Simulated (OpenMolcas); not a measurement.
**Single-point calculation, with input and output: OF₂ (charge +1) (part 2 of 2)**

Continued. System: OF₂, charge +1, multiplicity 4. Method: TPSS/cc-pVTZ, UKS (OpenMolcas 26.06). The geometry is that of the parent species in another charge or spin state. The geometry comes from this level: PBE0-D4/def2-TZVP.

Geometry of the input (Å):
```
F  0.9202  -0.3090  0.4734
O  0.0006  0.5052  0.0557
F  -0.9208  -0.1962  -0.5291
```

**The program's output, continued**
```
  13  -274.073353147  -557.340314651   204.111670747  -2.07E-02*   8.35E-02*   1.64E-02*    2.44E-01   1.54E+02   c2DIIS       2.
  14  -274.069816471  -557.284763585   204.059656357   3.54E-03*   2.03E-02*   1.05E-02*    2.56E-01   1.54E+02   c2DIIS       2.
  15  -274.074457660  -557.353729190   204.123980773  -4.64E-03*   8.13E-02*   6.25E-03*    6.13E-02   1.54E+02   QNRc2DIIS    2.
  16  -274.073327169  -557.368145792   204.139527867   1.13E-03*   5.77E-02*   1.99E-02*    1.24E-01   1.54E+02   QNRc2DIIS    2.
  17  -274.074580394  -557.335397455   204.105526305  -1.25E-03*   1.34E-01*   1.66E-03*    9.24E-02   1.54E+02   QNRc2DIIS    2.
  18  -274.072500577  -557.354876869   204.127085534   2.08E-03*   1.24E-01*   2.30E-02*    2.27E-01   1.54E+02   QNRc2DIIS    2.
  19  -274.074592779  -557.354457837   204.124574301  -2.09E-03*   1.42E-03*   2.18E-04*    2.09E-01   1.54E+02   QNRc2DIIS    2.
  20  -274.074593027  -557.342800104   204.112916321  -2.47E-07*   9.69E-04*   1.79E-04*    4.26E-03   1.54E+02   QNRc2DIIS    2.
  21  -274.074593108  -557.344499675   204.114615810  -8.19E-08*   6.49E-04*   1.53E-04*    1.64E-03   1.54E+02   QNRc2DIIS    2.
  22  -274.074593195  -557.347471987   204.117588035  -8.67E-08*   2.94E-04*   2.72E-05*    1.64E-03   1.54E+02   QNRc2DIIS    2.
  23  -274.074593204  -557.346189520   204.116305560  -8.53E-09*   9.85E-05*   5.40E-06*    7.13E-04   1.54E+02   QNRc2DIIS    2.
  24  -274.074593204  -557.346311138   204.116427177  -4.79E-10*   3.38E-05*   1.93E-06*    1.60E-04   1.54E+02   QNRc2DIIS    2.
  25  -274.074593204  -557.346314692   204.116430731  -6.99E-11    3.42E-05*   1.55E-06*    6.07E-05   1.54E+02   QNRc2DIIS    2.
  26  -274.074593204  -557.346320185   204.116436224  -6.72E-11    2.73E-05*   1.28E-06*    5.66E-05   1.54E+02   QNRc2DIIS    2.
  27  -274.074593204  -557.346325685   204.116441724  -4.99E-11    5.94E-06    1.19E-06*    4.66E-05   1.54E+02   QNRc2DIIS    2.
  28  -274.074593204  -557.346324178   204.116440217   1.18E-11*   3.76E-05*   1.27E-06*    9.39E-06   1.54E+02   QNRc2DIIS    2.
  29  -274.074593204  -557.346328849   204.116444888  -6.67E-11    2.51E-05*   1.10E-06*    6.56E-05   1.54E+02   QNRc2DIIS    2.
  30  -274.074593204  -557.346330327   204.116446366  -4.13E-11    2.30E-05*   1.08E-06*    4.73E-05   1.54E+02   QNRc2DIIS    2.
  31  -274.074593204  -557.346331766   204.116447805  -3.72E-11    2.10E-05*   1.07E-06*    4.34E-05   1.54E+02   QNRc2DIIS    2.
  32  -274.074593205  -557.346332622   204.116448661  -3.40E-11    1.99E-05*   1.05E-06*    4.02E-05   1.54E+02   QNRc2DIIS    2.
  33  -274.074593205  -557.346333225   204.116449264  -3.33E-11    2.50E-05*   1.05E-06*    3.86E-05   1.54E+02   QNRc2DIIS    2.
  34  -274.074593205  -557.346334019   204.116450058  -4.00E-11    2.25E-05*   1.04E-06*    4.83E-05   1.54E+02   QNRc2DIIS    2.
  35  -274.074593205  -557.346334456   204.116450495  -3.61E-11    2.21E-05*   1.04E-06*    4.40E-05   1.54E+02   QNRc2DIIS    2.
  36  -274.074593205  -557.346334793   204.116450832  -3.56E-11    2.20E-05*   1.05E-06*    4.34E-05   1.54E+02   QNRc2DIIS    2.
  37  -274.074593205  -557.346335048   204.116451087  -3.44E-11    2.22E-05*   1.05E-06*    4.32E-05   1.54E+02   QNRc2DIIS    2.
  38  -274.074593205  -557.346335249   204.116451288  -3.64E-11    2.27E-05*   1.05E-06*    4.38E-05   1.54E+02   QNRc2DIIS    2.
  39  -274.074593205  -557.346335420   204.116451459  -3.68E-11    2.22E-05*   1.05E-06*    4.47E-05   1.54E+02   QNRc2DIIS    2.
  40  -274.074593205  -557.346335541   204.116451580  -3.52E-11    2.21E-05*   1.05E-06*    4.39E-05   1.54E+02   QNRc2DIIS    2.
  41  -274.074593205  -557.346335640   204.116451678  -3.50E-11    1.71E-02*   1.05E-06*    4.38E-05   1.54E+02   QNRc2DIIS    2.
  42  -274.074593219  -557.346340850   204.116456874  -1.42E-08*   5.67E-05*   4.83E-06*    3.40E-02   1.54E+02   QNRc2DIIS    2.
  43  -274.074593219  -557.346341622   204.116457646  -1.31E-11    2.58E-04*   4.53E-06*    1.14E-04   1.54E+02   QNRc2DIIS    2.
  44  -274.074593219  -557.346338553   204.116454577  -3.01E-11    6.46E-04*   3.56E-06*    5.18E-04   1.54E+02   QNRc2DIIS    2.
  45  -274.074593219  -557.346353658   204.116469682  -7.07E-11    1.09E-04*   7.70E-07*    1.28E-03   1.54E+02   QNRc2DIIS    2.
  46  -274.074593219  -557.346350813   204.116466838  -4.77E-12    2.01E-05*   2.05E-07*    2.19E-04   1.54E+02   QNRc2DIIS    2.
  47  -274.074593219  -557.346350556   204.116466581   8.53E-13*   2.86E-06    8.66E-08     3.96E-05   1.54E+02   QNRc2DIIS    2.
  48  -274.074593219  -557.346350716   204.116466740  -8.53E-13    3.68E-07    5.32E-08     5.20E-06   1.54E+02   QNRc2DIIS    2.

       Convergence after  48 Iterations
--

 *****************************************************************************************************************************
 *                                             SCF/KS-DFT Program, Final results                                             *
 *                                                       Final Results                                                       *
 *****************************************************************************************************************************

::    Total KS-DFT energy                            -274.0745932191
      One-electron energy                            -557.3463507158
      Two-electron energy                             204.1164667400
      Nuclear repulsion energy                         79.1552907566
      Kinetic energy (interpolated)                   274.2884843142
      Virial theorem                                    0.9992201966
      Total spin, S(S+1)                                3.7584452902
      Total spin, S                                     1.5021102093
      Max non-diagonal density matrix element           0.0000002502
      Max non-diagonal Fock matrix element              0.0000000184

      All orbitals with orbital energies smaller than  E(LUMO)+0.5 are printed

++    Molecular orbitals:
      -------------------

      Title: UKS-DFT orbitals (alpha)

      Molecular orbitals for symmetry species 1: a

          Orbital            1         2         3         4         5         6         7         8         9        10
          Energy          -24.9103  -24.9090  -19.5101   -1.7432   -1.6012   -1.2837   -1.0144   -0.9612   -0.9429   -0.8213
          Occ. No.          1.0000    1.0000    1.0000    1.0000    1.0000    1.0000    1.0000    1.0000    1.0000    1.0000

          Orbital           11        12        13        14        15
          Energy           -0.8104   -0.7958   -0.6940   -0.4797   -0.4298
          Occ. No.          1.0000    1.0000    1.0000    1.0000    0.0000

--

      All orbitals with orbital energies smaller than  E(LUMO)+0.5 are printed

++    Molecular orbitals:
      -------------------

      Title: UKS-DFT orbitals (beta)

      Molecular orbitals for symmetry species 1: a

          Orbital            1         2         3         4         5         6         7         8         9        10
          Energy          -24.8784  -24.8779  -19.4638   -1.6704   -1.5388   -1.1997   -0.9554   -0.8875   -0.8610   -0.7596
          Occ. No.          1.0000    1.0000    1.0000    1.0000    1.0000    1.0000    1.0000    1.0000    1.0000    1.0000

          Orbital           11        12        13        14        15
          Energy           -0.7369   -0.7230   -0.5844   -0.3623   -0.3494
          Occ. No.          1.0000    0.0000    0.0000    0.0000    0.0000

--

++    Molecular charges:
      ------------------

      Mulliken charges per centre and basis function type
      ---------------------------------------------------

                            F1                      O2                      F3
                     alpha        beta       alpha        beta       alpha        beta
      1s           1.9829      1.9783      2.0071      1.8578      1.9829      1.9784
      2px          0.9267      0.7316      0.5324      0.4289      0.9229      0.7308
      2pz          0.9801      0.7945      0.8579      0.3858      0.9590      0.7626
      2py          0.8744      0.4173      0.9918      0.4060      0.8920      0.4615
      3d2+         0.0034      0.0023      0.0127      0.0076      0.0035      0.0021
      3d1+         0.0028      0.0020      0.0160      0.0059      0.0038      0.0027
      3d0          0.0016      0.0016      0.0090      0.0071      0.0019      0.0017
      3d1-         0.0024      0.0017      0.0067      0.0066      0.0021      0.0018
      3d2-         0.0050      0.0040      0.0107      0.0118      0.0040      0.0034
      4f3+         0.0001      0.0001      0.0006      0.0007      0.0001      0.0001
      4f2+         0.0000      0.0000      0.0003      0.0004      0.0001      0.0000
      4f1+         0.0001      0.0001      0.0004      0.0007      0.0001      0.0001
      4f0          0.0001      0.0001      0.0002      0.0004      0.0001      0.0001
      4f1-         0.0001      0.0000      0.0003      0.0003      0.0001      0.0000
      4f2-         0.0001      0.0001      0.0007      0.0006      0.0001      0.0001
      4f3-         0.0002      0.0001      0.0006      0.0004      0.0001      0.0001
      Total        4.7801      3.9338      4.4472      3.1207      4.7727      3.9455
      Total              8.7138                  7.5680                  8.7182

      Charge            0.2862                  0.4320                  0.2818

      Total electronic charge=   25.000000

      Total            charge=    1.000000
--

++    Molecular orbitals:
      -------------------

      Title: Natural orbitals

      Molecular orbitals for symmetry species 1: a

          Orbital            1         2         3         4         5         6         7         8         9        10
          Energy          -24.8591  -24.8562  -19.4589   -1.4313   -1.4375   -0.9582   -0.7849   -1.5292   -0.9760   -0.8981
          Occ. No.          2.0000    2.0000    2.0000    1.9999    1.9999    1.9999    1.9998    1.9997    1.9995    1.9993

          Orbital           11        12        13        14        15        16        17        18        19        20
          Energy           -0.9580   -0.7722   -0.6413   -0.4145   -0.2277    0.4353    0.6591    1.9865    0.6318    1.5254
          Occ. No.          1.9978    1.0000    1.0000    1.0000    0.0022    0.0007    0.0005    0.0003    0.0002    0.0001

          Orbital           21        22        23        24        25        26        27        28        29        30
          Energy            1.3348    1.4588    6.3655    8.4773    8.9165    0.8030    0.6196    0.8806    0.8114    1.8792
          Occ. No.          0.0001    0.0001    0.0000    0.0000    0.0000    0.0000    0.0000    0.0000    0.0000    0.0000

          Orbital           31        32        33        34        35        36        37        38        39        40
          Energy            2.1587    2.1656    1.0358    1.0845    3.2003    1.9559    2.1919    1.1677    3.8847    2.5954
          Occ. No.          0.0000    0.0000    0.0000    0.0000    0.0000    0.0000    0.0000    0.0000    0.0000    0.0000

          Orbital           41        42        43        44        45        46        47        48        49        50
          Energy            2.2360    2.5756    1.9493    1.5558    4.9432    2.8697    6.9124    5.3370    4.4980    6.1297
          Occ. No.          0.0000    0.0000    0.0000    0.0000    0.0000    0.0000    0.0000    0.0000    0.0000    0.0000

          Orbital           51        52        53        54        55        56        57        58        59        60
          Energy            6.7240    6.3918    6.2660    6.1482    6.0084    4.1305    4.6217    8.0406    5.7814    4.7097
          Occ. No.          0.0000    0.0000    0.0000    0.0000    0.0000    0.0000    0.0000    0.0000    0.0000    0.0000

          Orbital           61        62        63        64        65        66        67        68        69        70
          Energy            6.5022    4.2389    4.1063    3.3499    8.7009    2.5490    5.9389    5.3832    7.6520    6.3666
          Occ. No.          0.0000    0.0000    0.0000    0.0000    0.0000    0.0000    0.0000    0.0000    0.0000    0.0000

          Orbital           71        72        73        74        75        76        77        78        79        80
          Energy            6.3315    7.8627    4.4852    4.5070    6.3737    2.9802    7.0203    4.7071    7.4641    8.2728
          Occ. No.          0.0000    0.0000    0.0000    0.0000    0.0000    0.0000    0.0000    0.0000    0.0000    0.0000

          Orbital           81        82        83        84        85
          Energy            6.0919    4.5907    5.1758    5.8047    7.7568
          Occ. No.          0.0000    0.0000    0.0000    0.0000    0.0000

--

++    Molecular properties:
      ---------------------

      Charge (e):
                      =    1.0000
      Dipole Moment (debye):
      Origin of the operator (angstrom)=   -0.0000   -0.0281   -0.0031
                   X=  1.4328E-02               Y=  4.6244E-01               Z=  5.8536E-02           Total=  4.6635E-01
      Center of Charge (angstrom)
                     X=    0.00294746               Y=    0.06817714               Z=    0.00908651
      Quadrupole Moment (debye*angstrom):
      Origin of the operator (angstrom)=   -0.0000   -0.0281   -0.0031
                  XX= -1.0322E+01              XY= -1.2907E-01              XZ=  1.2142E+00              YY= -1.1165E+01
                  YZ=  8.0611E-02              ZZ= -1.1873E+01
      In traceless form (debye*angstrom)
                  XX=  1.1963E+00              XY= -1.9360E-01              XZ=  1.8213E+00              YY= -6.7301E-02
                  YZ=  1.2092E-01              ZZ= -1.1290E+00
--

--- Stop Module: scf /rc=_RC_ALL_IS_WELL_ ---
--- Module scf spent 1 minute 47 seconds ---

.##################.
.# Happy landing! #.
.##################.

    Timing: Wall=110.02 User=102.99 System=6.95
```

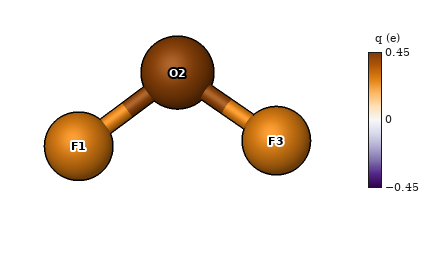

Figure 1. Mulliken charges, as the colour of each atom (ball-and-stick view, seen at a tilt; atoms are numbered from 1 in the order of the input). By element: F +0.28 to +0.29 and O +0.43 e.

**Summary**

```json
{"quantity": "outcome", "value": "converged"}
{"quantity": "total energy", "value": "−274.074593 hartree"}
{"quantity": "basis functions", "value": "90"}
{"quantity": "⟨S²⟩", "value": "3.758"}
{"quantity": "hardware", "value": "1 thread of Arm Neoverse V1, 24 GiB of memory available, shared host"}
{"quantity": "wall time", "value": "1.8 min"}
{"quantity": "peak memory", "value": "0.49 GiB"}
```
